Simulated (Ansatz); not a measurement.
The figure comes from a scan of CsSnI₃ (cubic perovskite): one Sn atom of a 5-atom cell moves by s along Cartesian [111], with its periodic images. The numbers are results of PBE (plane waves to 420 eV, PAW, scalar-relativistic; Ansatz, a first-principles code), not measurements. k mesh 5×5×5 (Γ-centred), Fermi-Dirac smearing 0.05 eV. The energy includes the smearing's −TS. CsSnI3 was relaxed with its symmetry unable to fall. Spin-orbit coupling is left out, though I is heavy. The PAW data are Ansatz's earlier set. This is a high-temperature form of CsSnI3. The zero of ΔE is the undisplaced structure.

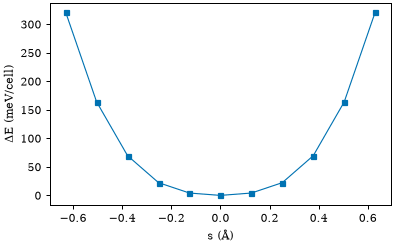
Figure: ΔE (meV/cell) against s (Å); markers are the computed points, lines only join them.

Task: Read the plotted values off the figure, to the accuracy that the plot allows.

Result: To the nearest 5:

| s (Å) | ΔE (meV/cell) |
|---|---|
| -0.630 | 320 |
| -0.504 | 165 |
| -0.378 | 70 |
| -0.252 | 20 |
| -0.126 | 5 |
| 0.000 | 0 |
| 0.126 | 5 |
| 0.252 | 20 |
| 0.378 | 70 |
| 0.504 | 165 |
| 0.630 | 320 |

(For displaced atoms, the force is minus the slope of the energy, and its curvature is a force constant, which sets phonon frequencies.)
